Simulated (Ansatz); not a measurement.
# A correction line for B3LYP-D4/def2-TZVPP: atomisation energy

The atomisation energy (no zero-point term) in kJ/mol of 6 Si-containing radicals: x at B3LYP-D4/def2-TZVPP, y at CCSD(T)/CBS estimate. Shapes, held fixed at every level: PBE0-D4/def2-TZVP. Flexible molecules stand in one conformer, not always the lowest. Programs: Ansatz 0.2.0.

| molecule | x (kJ/mol) | y (kJ/mol) |
| --- | --- | --- |
| SiHCl2 (SMILES Cl[SiH]Cl) | 1073 | 1085 |
| SiH2(NH2) | 1787 | ? |
| SiH(OH)2 | 2110 | 2132 |
| SiH3(CH2) | 2188 | 2178 |
| C2H3Si (SMILES C#C[SiH2]) | 2215 | 2202 |
| SiH(CH3)(CN) | 3116 | 3093 |

Task: Fit y = c + s·x to the known rows and predict y for SiH2(NH2).

Result: 
1. Means of the 5 rows: x = 2140.40, y = 2138.0.
2. Σ(Δx)² = 2099893, Σ(Δx·Δy) = 2062531, so the slope is 2062531/2099893 = 0.98221.
3. Intercept: 2138.0 − (0.98221) × 2140.40 = 35.7. The largest residual of the fit is 24.
4. SiH2(NH2): 35.7 + 0.98221 × 1787 = 1791 kJ/mol.

CCSD(T)/CBS estimate gives 1770 kJ/mol, so the prediction is off by +21 kJ/mol, within the largest residual. The largest residual belongs to SiH(OH)2, which stands apart and tilts the line. Uncorrected, B3LYP-D4/def2-TZVPP misses SiH2(NH2) by +17 kJ/mol, and the other rows by 16 on average. The line makes this one worse. Left out in turn, the other rows are missed by 15 kJ/mol on average, no better than no correction. Spin contamination: C2H3Si (⟨S²⟩ up to 0.85), SiH(CH3)(CN) (⟨S²⟩ up to 0.81). Open shells run unrestricted. The CBS estimate extrapolates MP2 from def2-TZVPP and def2-QZVPP and adds CCSD(T) − MP2 in the triple-zeta set, cores frozen.

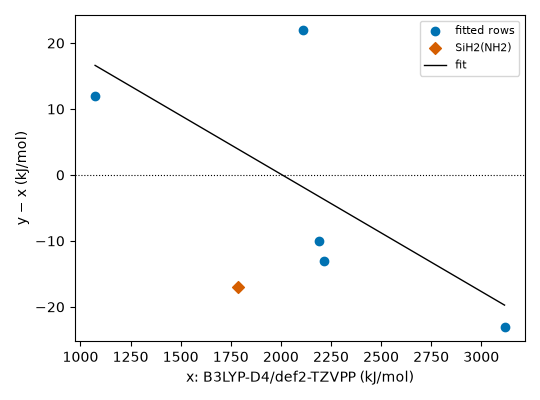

The correction y − x against x, with the fitted line and the withheld molecule.
